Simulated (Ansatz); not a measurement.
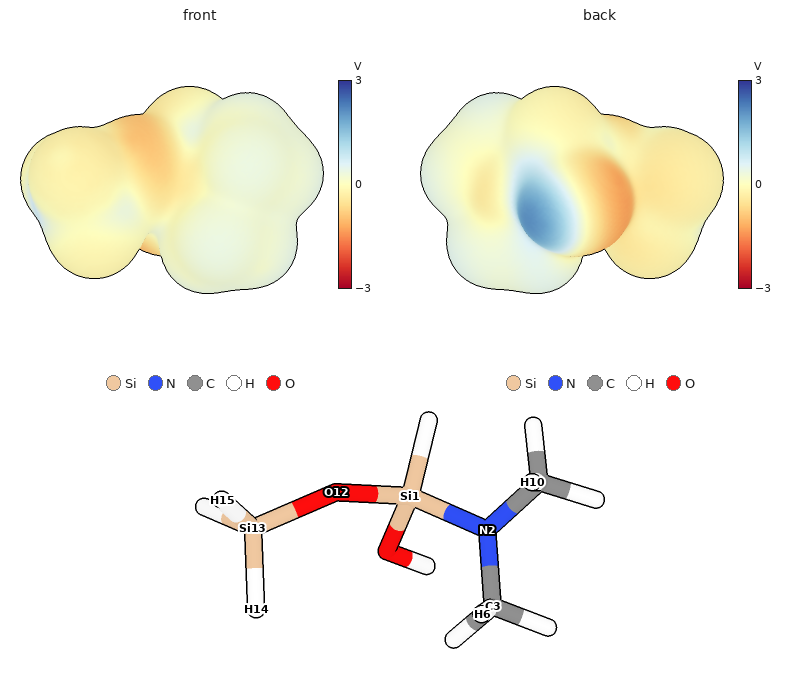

*C$_{2}$H$_{11}$NO$_{2}$Si$_{2}$. The molecular electrostatic potential painted on the density surface at 0.001 e/bohr³, seen from the front and from behind; red is negative and blue positive. The bare structure is drawn below in the same view.*

The calculation used RKS B3LYP/6-31G* (Ansatz 0.2.0).

Input

```
crystal:
  periodic: [false, false, false]
  atoms:
    - { symbol: Si, position_ang: [0.229963, -0.110809, 0.018311] }
    - { symbol: "N", position_ang: [0.734099, -0.194856, 1.708797] }
    - { symbol: C, position_ang: [-0.19875, -0.43513, 2.803299] }
    - { symbol: H, position_ang: [-1.112535, -0.916613, 2.434422] }
    - { symbol: H, position_ang: [0.251204, -1.09722, 3.558351] }
    - { symbol: H, position_ang: [-0.488222, 0.494259, 3.321002] }
    - { symbol: C, position_ang: [1.965983, 0.434109, 2.154052] }
    - { symbol: H, position_ang: [2.473995, -0.203747, 2.892487] }
    - { symbol: H, position_ang: [2.651555, 0.585139, 1.315136] }
    - { symbol: H, position_ang: [1.789407, 1.41415, 2.628028] }
    - { symbol: H, position_ang: [1.611275, 0.008353, -0.412095] }
    - { symbol: O, position_ang: [-0.700577, 1.151163, -0.474922] }
    - { symbol: Si, position_ang: [-2.225977, 1.528961, -1.008972] }
    - { symbol: H, position_ang: [-3.263873, 0.956851, -0.110232] }
    - { symbol: H, position_ang: [-2.345, 3.009169, -1.001568] }
    - { symbol: H, position_ang: [-2.452691, 1.02973, -2.38984] }
    - { symbol: O, position_ang: [-0.625689, -1.44927, -0.460446] }
    - { symbol: H, position_ang: [-0.245068, -2.28734, -0.155812] }
basis:
  gaussian: { orbitals: "6-31G*" }
hamiltonian:
  xc: b3lyp
relax:
  f_tol: 0.03
  max_steps: 50
output:
  orbitals: {}
```

Command:

```sh
ansatz run input.yaml --threads 4 --pin off --max-ram 5120MiB --backend cpu --events-out ev --progress --plain --runs-dir out
```

The fields are those of the run's last geometry, not of the input's.

**Where is the surface potential most negative and most positive?**

The most negative region (about −1.3 V, or −30 kcal/mol for a unit charge) lies over O17, the most positive (about +2.0 V, or +46 kcal/mol for a unit charge) over H18. O17 is the likeliest acceptor of a hydrogen bond.
